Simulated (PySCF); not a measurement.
C4H11NSi: NMR shielding calculation

System: C4H11NSi, SMILES CN1CC[SiH2]C1.
Method: GIAO B3LYP/pcSseg-1 NMR shielding, non-relativistic, gas phase (PySCF 2.14.0).

The geometry comes from this level: GFN2-xTB, coordinate held. Figures and captions count atoms from 1; the log counts them from 0 in places.

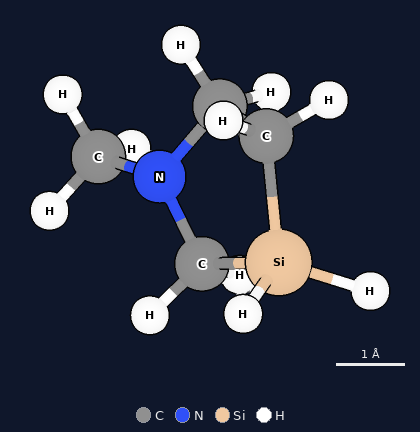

*The structure as given in the input (ball-and-stick view, seen at a tilt).*

Bond lengths as drawn: C–C 1.53 Å, C–H 1.09 to 1.11 Å, C–N 1.43 to 1.45 Å, C–Si 1.90 to 1.91 Å and H–Si 1.46 to 1.47 Å.

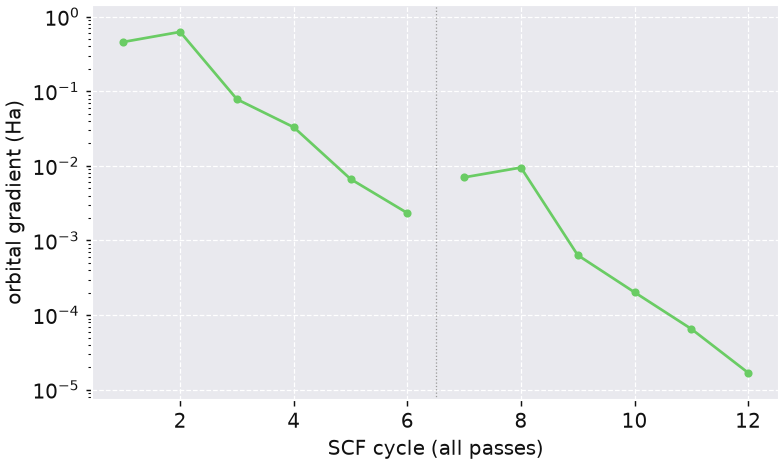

*Convergence of the self-consistent field: orbital gradient against the SCF cycle. The dotted line marks the change from a coarse to the final integration grid.*

The first 6 cycles use a coarse grid, the final grid takes over at cycle 7, and the field converges after 12 cycles in all.

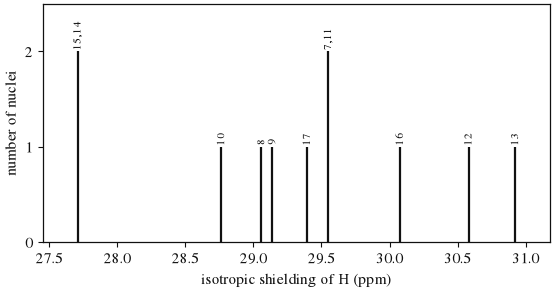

*Isotropic shieldings of the hydrogen nuclei in this fixed geometry, labelled by atom number; shielding grows to the right, so chemical shift grows to the left.*

The least shielded is H15 (27.7 ppm), the most shielded H13 (30.9 ppm).

The input and output of the run follow.

## Input file
```
{"job": {"kind": "nmr", "xc": "B3LYP", "basis": "pcSseg-1", "every": 1, "pop": false}, "charge": 0, "multiplicity": 1}
C      2.059267    -0.045033    -0.641074
N      0.739569     0.137966    -0.108658
C      0.173300    -0.956967     0.639852
C     -1.105752    -0.458681     1.316088
Si    -1.818876     0.791188     0.068577
C     -0.220994     0.786878    -0.972069
H      2.100423    -0.779965    -1.466271
H      2.725592    -0.384525     0.152453
H      2.423985     0.910209    -1.019201
H      0.911889    -1.295743     1.372365
H     -0.069378    -1.819308    -0.013519
H     -0.853190     0.032951     2.254617
H     -1.764632    -1.290949     1.553688
H     -2.975029     0.285052    -0.679176
H     -2.117500     2.095513     0.660574
H     -0.349939     0.247964    -1.929412
H      0.148080     1.783640    -1.220091
```

The first line tells a small driver script what to run in PySCF; the rest is the geometry in Å.

Run as:
```bash
OMP_NUM_THREADS=1 python <driver script> task.json out
```

## Output
```
coarse grid: 13856 points
cycle   1  E = -503.1656511052  dE =  5.289e-01  |g| = 4.589e-01  |ddm| = 3.583e+00
cycle   2  E = -503.1182951510  dE =  4.736e-02  |g| = 6.258e-01  |ddm| = 1.187e+00
cycle   3  E = -503.2213152031  dE = -1.030e-01  |g| = 7.816e-02  |ddm| = 7.844e-01
cycle   4  E = -503.2223980830  dE = -1.083e-03  |g| = 3.299e-02  |ddm| = 8.940e-02
cycle   5  E = -503.2226106994  dE = -2.126e-04  |g| = 6.670e-03  |ddm| = 2.886e-02
cycle   6  E = -503.2226193095  dE = -8.610e-06  |g| = 2.334e-03  |ddm| = 7.727e-03
final grid: 126848 points
cycle   7  E = -503.2659023623  dE = -2.797e-05  |g| = 7.024e-03  |ddm| = 2.178e-02
cycle   8  E = -503.2658915613  dE =  1.080e-05  |g| = 9.505e-03  |ddm| = 1.523e-02
cycle   9  E = -503.2659150094  dE = -2.345e-05  |g| = 6.362e-04  |ddm| = 9.204e-03
cycle  10  E = -503.2659150953  dE = -8.586e-08  |g| = 2.023e-04  |ddm| = 7.343e-04
cycle  11  E = -503.2659151024  dE = -7.085e-09  |g| = 6.525e-05  |ddm| = 1.930e-04
cycle  12  E = -503.2659151032  dE = -8.242e-10  |g| = 1.688e-05  |ddm| = 7.622e-05
converged SCF energy = -503.2659151032

GIAO shielding tensors (ppm)
atom      isotropic    diamagn.    paramagn.     s11        s22        s33       span
  0 C      136.403     243.803    -107.400    109.623    117.746    181.842     72.219
  1 N      210.293     327.325    -117.031    143.962    224.291    262.628    118.666
  2 C      123.064     247.021    -123.957     92.730    114.021    162.440     69.710
  3 C      169.722     250.781     -81.059    147.921    167.185    194.058     46.137
  4 Si     368.750     880.051    -511.301    316.412    372.630    417.207    100.795
  5 C      142.029     249.637    -107.608    116.576    121.441    188.069     71.493
  6 H       29.532      29.462       0.070     25.965     26.630     36.003     10.038
  7 H       29.059      29.970      -0.911     24.448     26.644     36.085     11.637
  8 H       29.137      29.836      -0.700     24.725     26.628     36.056     11.331
  9 H       28.764      31.769      -3.005     23.813     28.054     34.426     10.614
 10 H       29.567      31.910      -2.343     24.700     28.790     35.211     10.511
 11 H       30.581      30.826      -0.245     25.861     27.937     37.946     12.085
 12 H       30.924      29.841       1.083     26.439     27.908     38.426     11.987
 13 H       27.716      29.144      -1.428     24.609     25.002     33.537      8.928
 14 H       27.702      29.263      -1.561     24.468     24.918     33.722      9.254
 15 H       30.078      31.161      -1.083     25.700     27.996     36.537     10.837
 16 H       29.394      31.424      -2.029     25.370     27.175     35.638     10.268
```

## Results in brief

```json
{"quantity": "outcome", "value": "converged"}
{"quantity": "total energy", "value": "−503.265915 hartree"}
{"quantity": "HOMO", "value": "−5.57 eV"}
{"quantity": "LUMO", "value": "0.64 eV"}
{"quantity": "dipole moment", "value": "0.34 D"}
{"quantity": "isotropic shielding, C", "value": "123.1 to 169.7 ppm"}
{"quantity": "isotropic shielding, N", "value": "210.3 ppm"}
{"quantity": "isotropic shielding, Si", "value": "368.7 ppm"}
{"quantity": "isotropic shielding, H", "value": "27.7 to 30.9 ppm"}
{"quantity": "hardware", "value": "1 CPU thread, shared host"}
{"quantity": "wall time", "value": "17 s"}
{"quantity": "peak memory", "value": "0.78 GiB"}
```
